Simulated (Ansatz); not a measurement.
**C2H6ClFSn (SMILES [CH3][Sn]([CH3])([F])[Cl]): density, localisation and related maps**

```xyz
11

C    -0.6629   -0.9075   -0.3294
C    -0.3550    2.8098    0.1751
Cl    1.2865    1.1457   -2.5989
F    -2.0784    1.3647   -2.1641
Sn   -0.4988    1.0844   -1.0653
H     0.0805   -1.5292   -0.8452
H    -1.6741   -1.2716   -0.5568
H    -0.4887   -0.9365    0.7546
H     0.5992    3.3117   -0.0318
H    -0.4119    2.5313    1.2360
H    -1.1891    3.4770   -0.0815
```

Geometry: PBE0-D3(BJ)/def2-SVP; core potentials replace the inner electrons of Sn.

Level of theory: isolated molecule in a Gaussian basis; Kohn-Sham density functional theory, functional PBE0 (Ansatz 0.2.0).

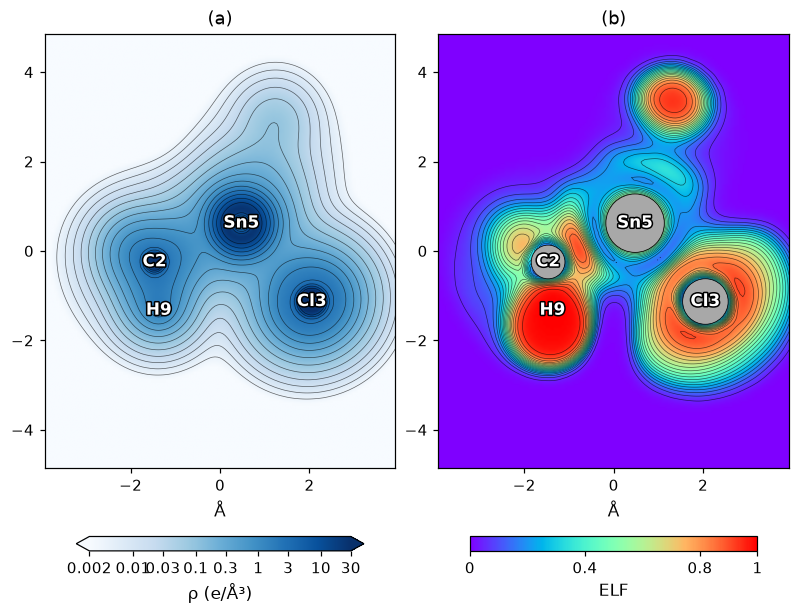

Figure 1. (a) electron density; (b) ELF on the plane of atoms C2, Sn5 and Cl3. Grey discs cover the atomic cores in the ELF map.

Q: What do the fields say about this system?

A: The section cuts through C, Cl, Sn and H sites.
C–Sn (2.13 Å): ρ at the midpoint is about 0.71 e/Å³; the ELF peaks at about 0.90 in the valence shell of C, 0.7 Å from its nucleus, and drops to about 0.20 between the two atoms.
Sn–Cl (2.35 Å): ρ at the midpoint is about 0.54 e/Å³; the ELF peaks at about 0.85 in the valence shell of Cl, 0.8 Å from its nucleus, and drops to about 0.15 between the two atoms.
C–H (1.10 Å): ρ is about 1.9 e/Å³ halfway; the ELF climbs to about 1 towards the hydrogen, as it does in any bond to H (a covalent bond by its length).
The ELF also peaks beside Cl3, away from the bonds: lone-pair regions.

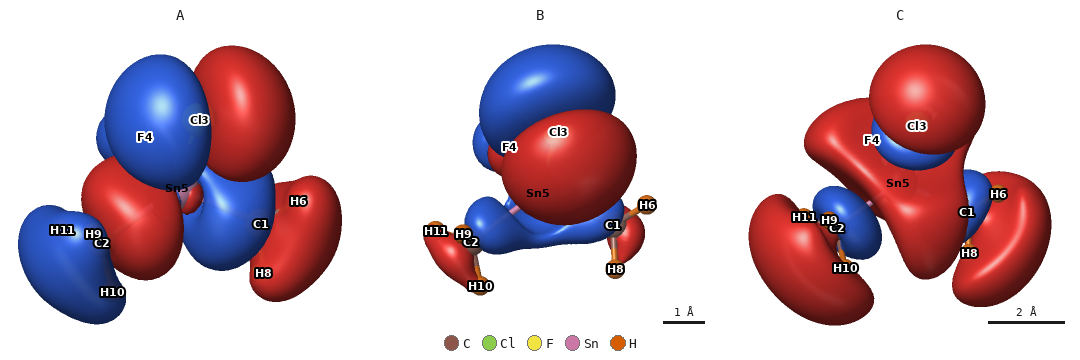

Figure 2. Three frontier orbitals at ±0.04 Å⁻³ᐟ² (red and blue are the two phases), in no order.

Q: Which picture is the HOMO−1, the HOMO and the LUMO?

A: B is the HOMO−1 (−8.97 eV). Its weight (Hirshfeld) is mainly on Cl3 (about 85 %); largely a lone pair of Cl3. A is the HOMO (−8.54 eV). Its weight (Hirshfeld) is mainly on Cl3 (about 45 %), C2 (about 15 %), C1 (about 15 %) and Sn5 (about 15 %). C is the LUMO (−0.93 eV). By Hirshfeld shares it lies mainly on Sn5 (about 35 %), Cl3 (about 20 %), C2 (about 10 %), C1 (about 10 %) and F4 (about 5 %).

Q: What is the HOMO–LUMO gap?

A: 7.61 eV between the orbital energies.

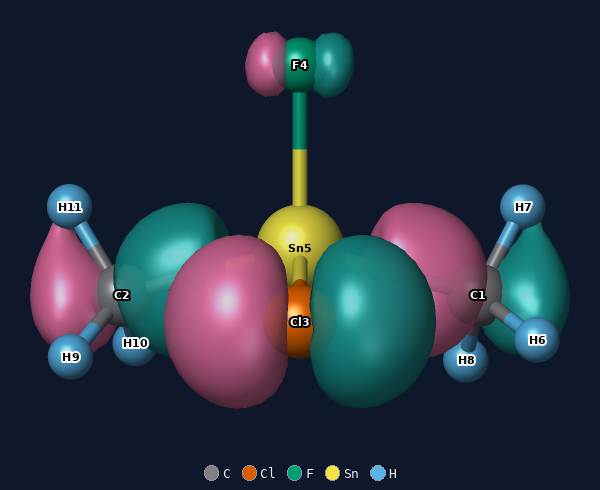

Figure 3. The HOMO at ±0.15 Å⁻³ᐟ² (teal and pink are the two phases), seen from one side.

Q: Describe this orbital and give its energy.

A: By Hirshfeld shares it lies mainly on Cl3 (about 45 %), C2 (about 15 %), C1 (about 15 %) and Sn5 (about 15 %). Its energy is −8.54 eV.
